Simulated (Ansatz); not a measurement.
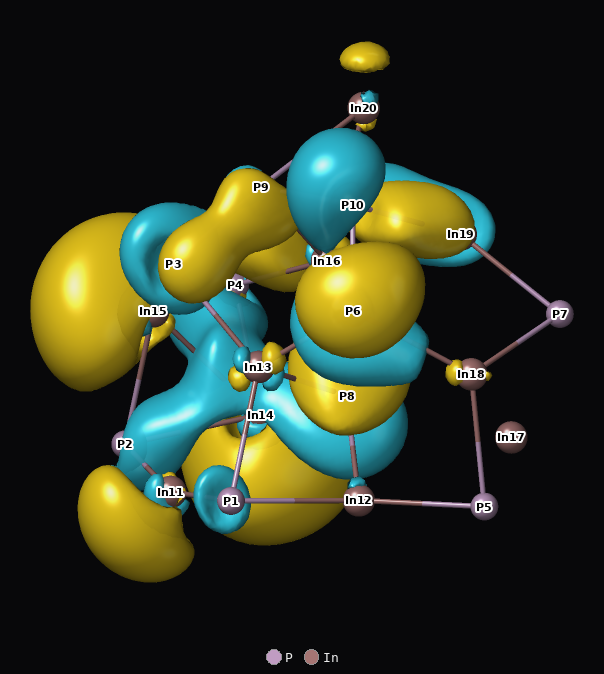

The picture shows: In$_{9}$P$_{10}$···In (In10P10 zinc blende bond disc). One frontier orbital at ±0.05 Å⁻³ᐟ² (yellow and cyan are the two phases), seen at a tilt.

Geometry: PBE-D4/def2-SVP; core potentials replace the inner electrons of In.

Theory: Ansatz, RKS PBE0-D4/def2-SVP.

```yaml
atoms:
  - { symbol: P, position_ang: [-2.8151, -2.7821, 0.3973] }
  - { symbol: P, position_ang: [-4.3278, 1.4427, -1.3676] }
  - { symbol: P, position_ang: [-1.7135, 1.3201, 2.5710] }
  - { symbol: P, position_ang: [-1.1306, 3.6594, -1.2984] }
  - { symbol: P, position_ang: [1.3500, -4.0954, -1.6871] }
  - { symbol: P, position_ang: [0.9836, -1.5913, 2.1763] }
  - { symbol: P, position_ang: [4.2825, -1.3877, -0.8651] }
  - { symbol: P, position_ang: [-0.1003, -0.2144, -1.3181] }
  - { symbol: P, position_ang: [0.4264, 1.9845, 2.5974] }
  - { symbol: P, position_ang: [1.8778, 0.3077, 2.7516] }
  - { symbol: In, position_ang: [-3.8755, -0.8433, -0.6740] }
  - { symbol: In, position_ang: [-0.7259, -2.9254, -1.1330] }
  - { symbol: In, position_ang: [-1.1933, -0.7522, 1.1444] }
  - { symbol: In, position_ang: [-1.8323, 1.3902, -2.3798] }
  - { symbol: In, position_ang: [-2.6205, 2.4746, 0.4259] }
  - { symbol: In, position_ang: [0.7358, 2.1534, -0.2881] }
  - { symbol: In, position_ang: [2.2583, -1.5177, -3.1267] }
  - { symbol: In, position_ang: [2.3450, -2.5998, 0.1332] }
  - { symbol: In, position_ang: [3.3075, 0.5840, 0.2853] }
  - { symbol: In, position_ang: [2.7680, 3.3927, 1.6555] }
```

Which orbital is it: HOMO or LUMO?

The LUMO, at −3.65 eV. By Hirshfeld shares it lies mainly on In14 (about 25 %), In15 (about 15 %), P6 (about 10 %), P8 (about 10 %) and P4 (about 10 %).
